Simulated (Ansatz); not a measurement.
## Abstraction of Cl: Si(CH3)2Cl2 + SiHCl2 → Si(CH3)2Cl + SiHCl3

Species: Si(CH3)2Cl2 (dichlorodimethylsilane), singlet; SiHCl2 `Cl[SiH]Cl`, doublet; Si(CH3)2Cl, doublet; SiHCl3 (trichlorosilane) `Cl[SiH](Cl)Cl`, singlet. A radical takes Cl: the energy is the difference in strength between two Si–Cl bonds in different surroundings.

Shapes, held fixed at every level: PBE0-D4/def2-TZVP. Programs: Ansatz 0.2.0. The zero-point and thermal change to 298 K, harmonic and unscaled (PBE0-D4/def2-TZVP), is +0.7 kJ/mol.

```json
{"level": "HF/def2-SVP", "kind": "Hartree–Fock", "ΔH(298 K) (kJ/mol)": "+19.3", "less CCSD(T)/CBS estimate": "+0.8"}
{"level": "HF/def2-TZVPP", "kind": "Hartree–Fock", "ΔH(298 K) (kJ/mol)": "+19.0", "less CCSD(T)/CBS estimate": "+0.5"}
{"level": "SPW92/def2-TZVPP", "kind": "LDA", "ΔH(298 K) (kJ/mol)": "+21.5", "less CCSD(T)/CBS estimate": "+3.0"}
{"level": "PBE0-D4/def2-TZVPP", "kind": "global hybrid", "ΔH(298 K) (kJ/mol)": "+19.9", "less CCSD(T)/CBS estimate": "+1.4"}
{"level": "r2SCAN0-D4/def2-TZVPP", "kind": "global hybrid", "ΔH(298 K) (kJ/mol)": "+20.6", "less CCSD(T)/CBS estimate": "+2.1"}
{"level": "MP2/def2-SVP", "kind": "perturbation theory", "ΔH(298 K) (kJ/mol)": "+18.6", "less CCSD(T)/CBS estimate": "+0.1"}
{"level": "CCSD(T)/def2-TZVPP", "kind": "coupled cluster or CI", "ΔH(298 K) (kJ/mol)": "+19.6", "less CCSD(T)/CBS estimate": "+1.1"}
{"level": "CCSD(T)/CBS estimate", "kind": "coupled cluster or CI", "ΔH(298 K) (kJ/mol)": "+18.5", "less CCSD(T)/CBS estimate": "0.0"}
```

The highest level, CCSD(T)/CBS estimate, gives ΔH(298 K) = +18.5 kJ/mol; the levels span +18.5 to +21.5. The column of differences is taken from that level and isn't an error. No measured value is set beside it here. Open shells run unrestricted unless RO is named. The CBS estimate extrapolates MP2 from def2-TZVPP and def2-QZVPP and adds CCSD(T) − MP2 in the triple-zeta set, cores frozen.

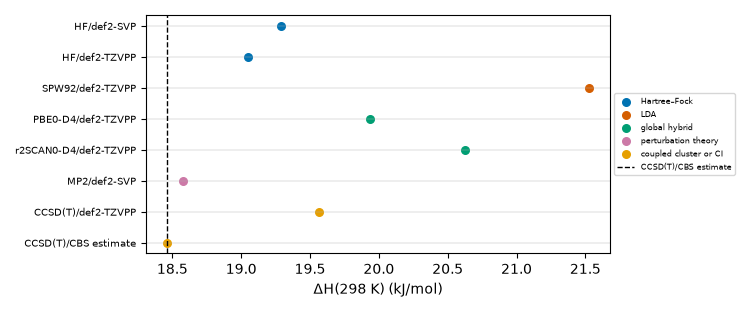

The values of the table, level by level.
